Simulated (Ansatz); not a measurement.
# GaBN (doublet): B2PLYP, RPA-PBE over vertical spin and charge gaps and displaced geometries, cc-pVDZ

Aim: run GaBN (doublet) with these functionals over vertical spin and charge gaps and displaced geometries, and hold them against the top wave-function level at the same points.

Method: cc-pVDZ, all electrons in the functionals, frozen cores in the correlation of double hybrids and RPA; program: Ansatz 0.2.0, Gaussian basis.

The runs, in order: B2PLYP, RPA-PBE, at charge 0, doublet; charge 0, quartet; charge 1, singlet; charge 1, triplet; displaced geometry v1; displaced geometry v2.

28 further runs of the same task are left out: 6 for a known fault of the program, 8 that didn't finish, 14 set aside as unsound or not needed.

### Step 1. What is computed

The geometry is a PBE0/def2-TZVP stationary point (not a proven minimum). No spin-orbit coupling is included. The filled d shell of Ga may be among the frozen orbitals whatever the setting's name suggests; the logs give the count.

3 atoms, charge 0, spin multiplicity 2.

Atoms are counted from 1 here; the program's logs count them from 0.

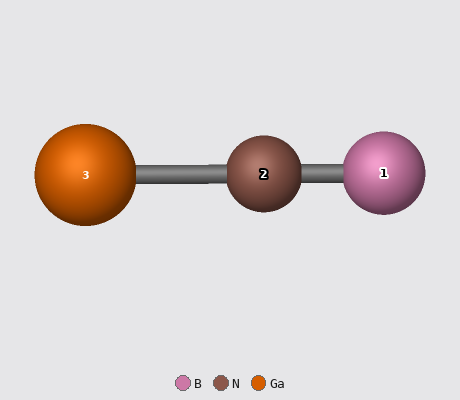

The geometry (boron pink, nitrogen brown, gallium orange); atoms are numbered from 1 in the order of the file.

No dispersion term is added.

The geometry shown and the zero of energy belong to the point charge 0, doublet. The yardstick, UCCSDT(Q), and other wave-function levels (R restricted, U unrestricted, valence and pair active spaces) come from earlier runs.

### Step 2. B2PLYP, charge 0, doublet

in.yaml

```yaml
crystal:
  periodic: [false, false, false]
  atoms:
    - {symbol: B, position_ang: [0.000000, 0.000000, -1.467200]}
    - {symbol: N, position_ang: [0.000000, 0.000000, -0.205200]}
    - {symbol: Ga, position_ang: [0.000000, 0.000000, 1.672400]}
basis:
  gaussian: {orbitals: cc-pVDZ}
magnetization: {spin_polarized: true, initial_magnetization: 1}
hamiltonian: {xc: {name: B2PLYP}}
correlation: {electrons: outside_noble_gas}
```

Started as:

```console
$ ansatz run in.yaml --threads 1 --pin off --events-out ev --progress --plain --max-ram 2393MiB
```

The program printed:

```text
Functional definition: B2PLYP
  name "B2PLYP"
  cite "Grimme, J. Chem. Phys. 124, 034108 (2006) doi:10.1063/1.2148954"
  cite "Becke, Phys. Rev. A 38, 3098 (1988) doi:10.1103/PhysRevA.38.3098"
  cite "Lee, Yang & Parr, Phys. Rev. B 37, 785 (1988) doi:10.1103/PhysRevB.37.785"
  parameter a = 0.53
  parameter c = 0.27
  exchange = (1 - a)*b88_x + a*exact_x
  correlation = (1 - c)*lyp_c + c*(mp2_os + mp2_ss)
593 factors; integrals over basis functions are off by at most 1.2e-3 eV
mean field evaluation 1: about -54518.0979 eV, gradient 3.8e1 eV
mean field evaluation 2: about -54518.2146 eV, gradient 3.8e1 eV
mean field evaluation 4: about -54525.5023 eV, gradient 4.2e0 eV
mean field evaluation 8: about -54526.0905 eV, gradient 5.9e-1 eV
mean field evaluation 16: about -54526.1066 eV, gradient 4.8e-3 eV
mean field evaluation 32: about -54514.9433 eV, gradient 7.3e0 eV
mean field evaluation 64: about -54526.0489 eV, gradient 1.7e0 eV
mean field -54526.10661903 eV, -2003.7974591270 hartree, gradient 3.9e-6 eV, S^2 0.768102; 2 other end points of the search recorded, 0 dependent functions left out
16 core orbitals not correlated: weight in the atoms' cores, before any rotation towards them, 0.921 or more for the frozen orbitals, at most 0.073 for the correlated occupied ones
reference -54526.10674241 eV, -2003.7974636609 hartree; 6, 5 occupied and 33, 34 virtual orbitals, 593 factors
second order -9.06115542 eV of doubles, -0.00000000 eV of singles
Total energy: -54528.55325437 eV, -2003.8873713172 hartree
```

Wall time 1.6 s (1 thread of AMD EPYC 9R45, shared host).

From the report: ⟨S²⟩ of the determinant 0.768 (pure doublet: 0.75).

### Step 3. B2PLYP, charge 0, quartet

in.yaml, as its differences from that of step 2:

```diff
@@ -8,3 +8,3 @@
   gaussian: {orbitals: cc-pVDZ}
-magnetization: {spin_polarized: true, initial_magnetization: 1}
+magnetization: {spin_polarized: true, initial_magnetization: 3}
 hamiltonian: {xc: {name: B2PLYP}}
```

The command is unchanged.

The program printed, shortened:

```text
Functional definition: B2PLYP
  name "B2PLYP"
  cite "Grimme, J. Chem. Phys. 124, 034108 (2006) doi:10.1063/1.2148954"
  cite "Becke, Phys. Rev. A 38, 3098 (1988) doi:10.1103/PhysRevA.38.3098"
  cite "Lee, Yang & Parr, Phys. Rev. B 37, 785 (1988) doi:10.1103/PhysRevB.37.785"
[...]
593 factors; integrals over basis functions are off by at most 1.2e-3 eV
[...]
mean field -54522.83361411 eV, -2003.6771784145 hartree, gradient 4.6e-6 eV, S^2 3.777449; 2 other end points of the search recorded, 0 dependent functions left out
16 core orbitals not correlated: weight in the atoms' cores, before any rotation towards them, 0.966 or more for the frozen orbitals, at most 0.036 for the correlated occupied ones
reference -54522.83373681 eV, -2003.6771829237 hartree; 7, 4 occupied and 32, 35 virtual orbitals, 593 factors
second order -8.45539369 eV of doubles, -0.00000000 eV of singles
Total energy: -54525.11669310 eV, -2003.7610800201 hartree
```

Wall time 2.7 s (1 thread of AMD EPYC 9R45, shared host).

From the report: ⟨S²⟩ of the determinant 3.777 (pure quartet: 3.75).

From charge 0, doublet: +79.2 kcal/mol.

### Step 4. B2PLYP, charge 1, singlet

in.yaml, as its differences from that of step 3:

```diff
@@ -8,3 +8,4 @@
   gaussian: {orbitals: cc-pVDZ}
-magnetization: {spin_polarized: true, initial_magnetization: 3}
+total_charge: 1
+magnetization: {spin_polarized: true, initial_magnetization: 0}
 hamiltonian: {xc: {name: B2PLYP}}
```

Same command.

The program printed, shortened:

```text
Functional definition: B2PLYP
  name "B2PLYP"
  cite "Grimme, J. Chem. Phys. 124, 034108 (2006) doi:10.1063/1.2148954"
  cite "Becke, Phys. Rev. A 38, 3098 (1988) doi:10.1103/PhysRevA.38.3098"
  cite "Lee, Yang & Parr, Phys. Rev. B 37, 785 (1988) doi:10.1103/PhysRevB.37.785"
[...]
593 factors; integrals over basis functions are off by at most 1.2e-3 eV
[...]
mean field -54517.16311632 eV, -2003.4687914643 hartree, gradient 2.3e-6 eV, S^2 0.963007; 6 other end points of the search recorded, 0 dependent functions left out
16 core orbitals not correlated: weight in the atoms' cores, before any rotation towards them, 0.974 or more for the frozen orbitals, at most 0.023 for the correlated occupied ones
reference -54517.16325029 eV, -2003.4687963876 hartree; 5, 5 occupied and 34, 34 virtual orbitals, 593 factors
second order -8.29169378 eV of doubles, -0.00000000 eV of singles
Total energy: -54519.40200761 eV, -2003.5510692017 hartree
```

Wall time 3.5 s (1 thread of AMD EPYC 9R45, shared host).

From the report: ⟨S²⟩ of the determinant 0.963 (pure singlet: 0.00). The determinant is far from a pure spin state, so its energy mixes those of several spin states (harmless only where they are near-degenerate, as at dissociation).

From charge 0, doublet: +211.0 kcal/mol.

### Step 5. B2PLYP, charge 1, triplet

in.yaml, as its differences from that of step 4:

```diff
@@ -9,3 +9,3 @@
 total_charge: 1
-magnetization: {spin_polarized: true, initial_magnetization: 0}
+magnetization: {spin_polarized: true, initial_magnetization: 2}
 hamiltonian: {xc: {name: B2PLYP}}
```

The command is unchanged.

The program printed, shortened:

```text
Functional definition: B2PLYP
  name "B2PLYP"
  cite "Grimme, J. Chem. Phys. 124, 034108 (2006) doi:10.1063/1.2148954"
  cite "Becke, Phys. Rev. A 38, 3098 (1988) doi:10.1103/PhysRevA.38.3098"
  cite "Lee, Yang & Parr, Phys. Rev. B 37, 785 (1988) doi:10.1103/PhysRevB.37.785"
[...]
593 factors; integrals over basis functions are off by at most 1.2e-3 eV
[...]
mean field -54517.01553367 eV, -2003.4633679020 hartree, gradient 1.9e-6 eV, S^2 2.012117; 2 other end points of the search recorded, 0 dependent functions left out
16 core orbitals not correlated: weight in the atoms' cores, before any rotation towards them, 0.978 or more for the frozen orbitals, at most 0.018 for the correlated occupied ones
reference -54517.01566750 eV, -2003.4633728203 hartree; 6, 4 occupied and 33, 35 virtual orbitals, 593 factors
second order -8.12953277 eV of doubles, -0.00000000 eV of singles
Total energy: -54519.21064135 eV, -2003.5440366215 hartree
```

Wall time 1.4 s (1 thread of AMD EPYC 9R45, shared host).

From the report: ⟨S²⟩ of the determinant 2.012 (pure triplet: 2.00).

From charge 0, doublet: +215.4 kcal/mol.

### Step 6. B2PLYP, displaced geometry v1

in.yaml

```yaml
crystal:
  periodic: [false, false, false]
  atoms:
    - {symbol: B, position_ang: [-0.015433, -0.009008, -1.445560]}
    - {symbol: N, position_ang: [-0.016266, -0.025151, -0.194713]}
    - {symbol: Ga, position_ang: [0.031698, 0.034159, 1.640273]}
basis:
  gaussian: {orbitals: cc-pVDZ}
magnetization: {spin_polarized: true, initial_magnetization: 1}
hamiltonian: {xc: {name: B2PLYP}}
correlation: {electrons: outside_noble_gas}
```

Launched as before.

The program printed, shortened:

```text
Functional definition: B2PLYP
  name "B2PLYP"
  cite "Grimme, J. Chem. Phys. 124, 034108 (2006) doi:10.1063/1.2148954"
  cite "Becke, Phys. Rev. A 38, 3098 (1988) doi:10.1103/PhysRevA.38.3098"
  cite "Lee, Yang & Parr, Phys. Rev. B 37, 785 (1988) doi:10.1103/PhysRevB.37.785"
[...]
593 factors; integrals over basis functions are off by at most 1.2e-3 eV
[...]
mean field -54526.07361490 eV, -2003.7962462474 hartree, gradient 5.3e-6 eV, S^2 0.766802; 2 other end points of the search recorded, 0 dependent functions left out
16 core orbitals not correlated: weight in the atoms' cores, before any rotation towards them, 0.889 or more for the frozen orbitals, at most 0.104 for the correlated occupied ones
reference -54526.07373855 eV, -2003.7962507916 hartree; 6, 5 occupied and 33, 34 virtual orbitals, 593 factors
second order -8.96959680 eV of doubles, -0.00000000 eV of singles
Total energy: -54528.49552969 eV, -2003.8852499743 hartree
```

Run time: 1.7 s. Hardware: 1 thread of AMD EPYC 9R45, shared host.

From the report: ⟨S²⟩ of the determinant 0.767 (pure doublet: 0.75).

From charge 0, doublet: +1.3 kcal/mol.

### Step 7. B2PLYP, displaced geometry v2

in.yaml

```yaml
crystal:
  periodic: [false, false, false]
  atoms:
    - {symbol: B, position_ang: [0.084376, 0.005225, -1.472202]}
    - {symbol: N, position_ang: [-0.080498, 0.013599, -0.198609]}
    - {symbol: Ga, position_ang: [-0.003878, -0.018825, 1.670811]}
basis:
  gaussian: {orbitals: cc-pVDZ}
magnetization: {spin_polarized: true, initial_magnetization: 1}
hamiltonian: {xc: {name: B2PLYP}}
correlation: {electrons: outside_noble_gas}
```

The command is unchanged.

The program printed, shortened:

```text
Functional definition: B2PLYP
  name "B2PLYP"
  cite "Grimme, J. Chem. Phys. 124, 034108 (2006) doi:10.1063/1.2148954"
  cite "Becke, Phys. Rev. A 38, 3098 (1988) doi:10.1103/PhysRevA.38.3098"
  cite "Lee, Yang & Parr, Phys. Rev. B 37, 785 (1988) doi:10.1103/PhysRevB.37.785"
[...]
593 factors; integrals over basis functions are off by at most 1.2e-3 eV
[...]
mean field -54526.08101729 eV, -2003.7965182803 hartree, gradient 4.0e-6 eV, S^2 0.769311; 2 other end points of the search recorded, 0 dependent functions left out
16 core orbitals not correlated: weight in the atoms' cores, before any rotation towards them, 0.921 or more for the frozen orbitals, at most 0.074 for the correlated occupied ones
reference -54526.08114081 eV, -2003.7965228194 hartree; 6, 5 occupied and 33, 34 virtual orbitals, 593 factors
second order -9.16668795 eV of doubles, -0.00000000 eV of singles
Total energy: -54528.55614655 eV, -2003.8874776030 hartree
```

It took 1.7 s on 1 thread of AMD EPYC 9R45, shared host.

From the report: ⟨S²⟩ of the determinant 0.769 (pure doublet: 0.75).

From charge 0, doublet: -0.1 kcal/mol.

### Step 8. RPA-PBE, charge 0, doublet

in.yaml

```yaml
crystal:
  periodic: [false, false, false]
  atoms:
    - {symbol: B, position_ang: [0.000000, 0.000000, -1.467200]}
    - {symbol: N, position_ang: [0.000000, 0.000000, -0.205200]}
    - {symbol: Ga, position_ang: [0.000000, 0.000000, 1.672400]}
basis:
  gaussian: {orbitals: cc-pVDZ}
magnetization: {spin_polarized: true, initial_magnetization: 1}
hamiltonian: {xc: {name: PBE}}
correlation: {method: rpa, electrons: outside_noble_gas}
```

Launched as before.

The program printed, shortened:

```text
Functional definition: PBE
  name "PBE"
  cite "Perdew, Burke & Ernzerhof, Phys. Rev. Lett. 77, 3865 (1996) doi:10.1103/PhysRevLett.77.3865"
  parent pbe
[...]
593 factors; integrals over basis functions are off by at most 1.2e-3 eV
[...]
mean field -54531.18369628 eV, -2003.9840382746 hartree, gradient 2.0e-6 eV, S^2 0.760704; 0 other end points of the search recorded, 0 dependent functions left out
16 core orbitals not correlated: weight in the atoms' cores, before any rotation towards them, 0.716 or more for the frozen orbitals, at most 0.273 for the correlated occupied ones
reference -54485.04534345 eV, -2002.2884850817 hartree; 6, 5 occupied and 33, 34 virtual orbitals, 593 factors
Total energy: -54496.70517035 eV, -2002.7169758167 hartree
```

Wall time 0.84 s (1 thread of AMD EPYC 9R45, shared host).

From the report: ⟨S²⟩ of the determinant 0.761 (pure doublet: 0.75).

### Step 9. RPA-PBE, charge 0, quartet

in.yaml, as its differences from that of step 8:

```diff
@@ -8,3 +8,3 @@
   gaussian: {orbitals: cc-pVDZ}
-magnetization: {spin_polarized: true, initial_magnetization: 1}
+magnetization: {spin_polarized: true, initial_magnetization: 3}
 hamiltonian: {xc: {name: PBE}}
```

Same command.

The program printed, shortened:

```text
Functional definition: PBE
  name "PBE"
  cite "Perdew, Burke & Ernzerhof, Phys. Rev. Lett. 77, 3865 (1996) doi:10.1103/PhysRevLett.77.3865"
  parent pbe
[...]
593 factors; integrals over basis functions are off by at most 1.2e-3 eV
[...]
mean field -54527.72621075 eV, -2003.8569780246 hartree, gradient 3.0e-6 eV, S^2 3.766665; 10 other end points of the search recorded, 0 dependent functions left out
16 core orbitals not correlated: weight in the atoms' cores, before any rotation towards them, 0.878 or more for the frozen orbitals, at most 0.129 for the correlated occupied ones
reference -54482.48796032 eV, -2002.1945029850 hartree; 7, 4 occupied and 32, 35 virtual orbitals, 593 factors
Total energy: -54493.48983192 eV, -2002.5988143090 hartree
```

Run time: 3.8 s. Hardware: 1 thread of AMD EPYC 9R45, shared host.

From the report: ⟨S²⟩ of the determinant 3.767 (pure quartet: 3.75).

From charge 0, doublet: +74.1 kcal/mol.

### Step 10. RPA-PBE, charge 1, singlet

in.yaml, as its differences from that of step 9:

```diff
@@ -8,3 +8,4 @@
   gaussian: {orbitals: cc-pVDZ}
-magnetization: {spin_polarized: true, initial_magnetization: 3}
+total_charge: 1
+magnetization: {spin_polarized: true, initial_magnetization: 0}
 hamiltonian: {xc: {name: PBE}}
```

Launched as before.

The program printed, shortened:

```text
Functional definition: PBE
  name "PBE"
  cite "Perdew, Burke & Ernzerhof, Phys. Rev. Lett. 77, 3865 (1996) doi:10.1103/PhysRevLett.77.3865"
  parent pbe
[...]
593 factors; integrals over basis functions are off by at most 1.2e-3 eV
[...]
mean field -54522.07320336 eV, -2003.6492338348 hartree, gradient 9.4e-7 eV, S^2 0.676236; 7 other end points of the search recorded, 0 dependent functions left out
16 core orbitals not correlated: weight in the atoms' cores, before any rotation towards them, 0.900 or more for the frozen orbitals, at most 0.092 for the correlated occupied ones
reference -54476.25663128 eV, -2001.9655058667 hartree; 5, 5 occupied and 34, 34 virtual orbitals, 593 factors
Total energy: -54487.69932831 eV, -2002.3860172262 hartree
```

Run time: 3.4 s. Hardware: 1 thread of AMD EPYC 9R45, shared host.

From the report: ⟨S²⟩ of the determinant 0.676 (pure singlet: 0.00). The determinant is far from a pure spin state, so its energy mixes those of several spin states (harmless only where they are near-degenerate, as at dissociation).

From charge 0, doublet: +207.7 kcal/mol.

### Step 11. RPA-PBE, charge 1, triplet

in.yaml, as its differences from that of step 10:

```diff
@@ -9,3 +9,3 @@
 total_charge: 1
-magnetization: {spin_polarized: true, initial_magnetization: 0}
+magnetization: {spin_polarized: true, initial_magnetization: 2}
 hamiltonian: {xc: {name: PBE}}
```

The command is unchanged.

The program printed, shortened:

```text
Functional definition: PBE
  name "PBE"
  cite "Perdew, Burke & Ernzerhof, Phys. Rev. Lett. 77, 3865 (1996) doi:10.1103/PhysRevLett.77.3865"
  parent pbe
[...]
593 factors; integrals over basis functions are off by at most 1.2e-3 eV
[...]
mean field -54521.65271157 eV, -2003.6337810467 hartree, gradient 5.9e-7 eV, S^2 2.010102; 5 other end points of the search recorded, 0 dependent functions left out
16 core orbitals not correlated: weight in the atoms' cores, before any rotation towards them, 0.946 or more for the frozen orbitals, at most 0.048 for the correlated occupied ones
reference -54476.90060260 eV, -2001.9891713762 hartree; 6, 4 occupied and 33, 35 virtual orbitals, 593 factors
Total energy: -54487.45340058 eV, -2002.3769795490 hartree
```

Wall time 2 s (1 thread of AMD EPYC 9R45, shared host).

From the report: ⟨S²⟩ of the determinant 2.010 (pure triplet: 2.00).

From charge 0, doublet: +213.4 kcal/mol.

### Step 12. RPA-PBE, displaced geometry v1

in.yaml

```yaml
crystal:
  periodic: [false, false, false]
  atoms:
    - {symbol: B, position_ang: [-0.015433, -0.009008, -1.445560]}
    - {symbol: N, position_ang: [-0.016266, -0.025151, -0.194713]}
    - {symbol: Ga, position_ang: [0.031698, 0.034159, 1.640273]}
basis:
  gaussian: {orbitals: cc-pVDZ}
magnetization: {spin_polarized: true, initial_magnetization: 1}
hamiltonian: {xc: {name: PBE}}
correlation: {method: rpa, electrons: outside_noble_gas}
```

Same command.

The program printed, shortened:

```text
Functional definition: PBE
  name "PBE"
  cite "Perdew, Burke & Ernzerhof, Phys. Rev. Lett. 77, 3865 (1996) doi:10.1103/PhysRevLett.77.3865"
  parent pbe
[...]
593 factors; integrals over basis functions are off by at most 1.2e-3 eV
[...]
mean field -54531.12171129 eV, -2003.9817603682 hartree, gradient 2.7e-6 eV, S^2 0.760043; 1 other end points of the search recorded, 0 dependent functions left out
16 core orbitals not correlated: weight in the atoms' cores, before any rotation towards them, 0.636 or more for the frozen orbitals, at most 0.351 for the correlated occupied ones
reference -54485.01830400 eV, -2002.2874914001 hartree; 6, 5 occupied and 33, 34 virtual orbitals, 593 factors
Total energy: -54496.61944832 eV, -2002.7138255905 hartree
```

It took 1.1 s on 1 thread of AMD EPYC 9R45, shared host.

From the report: ⟨S²⟩ of the determinant 0.760 (pure doublet: 0.75).

From charge 0, doublet: +2.0 kcal/mol.

### Step 13. RPA-PBE, displaced geometry v2

in.yaml

```yaml
crystal:
  periodic: [false, false, false]
  atoms:
    - {symbol: B, position_ang: [0.084376, 0.005225, -1.472202]}
    - {symbol: N, position_ang: [-0.080498, 0.013599, -0.198609]}
    - {symbol: Ga, position_ang: [-0.003878, -0.018825, 1.670811]}
basis:
  gaussian: {orbitals: cc-pVDZ}
magnetization: {spin_polarized: true, initial_magnetization: 1}
hamiltonian: {xc: {name: PBE}}
correlation: {method: rpa, electrons: outside_noble_gas}
```

Same command.

The program printed, shortened:

```text
Functional definition: PBE
  name "PBE"
  cite "Perdew, Burke & Ernzerhof, Phys. Rev. Lett. 77, 3865 (1996) doi:10.1103/PhysRevLett.77.3865"
  parent pbe
[...]
593 factors; integrals over basis functions are off by at most 1.2e-3 eV
[...]
mean field -54531.20057313 eV, -2003.9846584871 hartree, gradient 2.9e-6 eV, S^2 0.760849; 0 other end points of the search recorded, 0 dependent functions left out
16 core orbitals not correlated: weight in the atoms' cores, before any rotation towards them, 0.729 or more for the frozen orbitals, at most 0.260 for the correlated occupied ones
reference -54484.97323525 eV, -2002.2858351541 hartree; 6, 5 occupied and 33, 34 virtual orbitals, 593 factors
Total energy: -54496.73223125 eV, -2002.7179702866 hartree
```

It took 0.9 s on 1 thread of AMD EPYC 9R45, shared host.

From the report: ⟨S²⟩ of the determinant 0.761 (pure doublet: 0.75).

From charge 0, doublet: -0.6 kcal/mol.

### Step 14. Against the wave-function levels

The yardstick is UCCSDT(Q), where the cluster series has nearly closed. It comes from earlier runs at the same points. Energies in kcal/mol, counted from charge 0, doublet; blanks weren't run or aren't comparable.

| level | doublet to quartet | ionisation to the singlet cation | ionisation to the triplet cation | displacement v1 | displacement v2 |
| --- | --- | --- | --- | --- | --- |
| UCCSDT(Q) |  |  | 211.6 | 1.7 | -0.4 |
| B2PLYP | 79.2 | 211.0 | 215.4 | 1.3 | -0.1 |
| RPA-PBE | 74.1 | 207.7 | 213.4 | 2.0 | -0.6 |

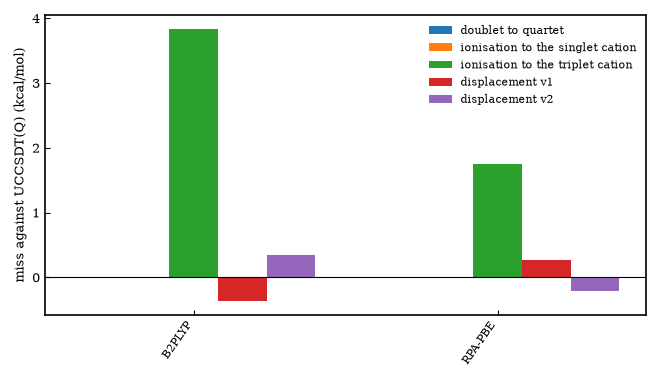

Misses of the gaps against UCCSDT(Q).

Largest miss and mean time a point (UCCSDT(Q) took 18 s a point; shared hosts):

| level | largest miss (kcal/mol) | where | time a point |
| --- | --- | --- | --- |
| B2PLYP | +3.8 | ionisation to the triplet cation | 2.1 s |
| RPA-PBE | +1.7 | ionisation to the triplet cation | 2 s |

### Step 15. Outcome

| quantity | value |
| --- | --- |
| ionisation to the triplet cation, UCCSDT(Q) | 211.6 kcal/mol |
| displacement v1, UCCSDT(Q) | 1.7 kcal/mol |
| displacement v2, UCCSDT(Q) | -0.4 kcal/mol |
| largest miss, B2PLYP | +3.8 kcal/mol (ionisation to the triplet cation) |
| largest miss, RPA-PBE | +1.7 kcal/mol (ionisation to the triplet cation) |

**Reading.** Misses are known at 3 of 5 points at best, and only functionals with that many are ranked. Of the functionals, RPA-PBE keep the smallest largest miss at the points compared (at most 1.7 kcal/mol) and B2PLYP strays most (3.8 kcal/mol, at ionisation to the triplet cation). B2PLYP, RPA-PBE clearly break the spin symmetry at some points (⟨S²⟩ up to 0.96 above the pure value), so energy there is bought with a mixed spin. Functionals and the yardstick converge differently with the basis, so part of each miss in cc-pVDZ is the basis.
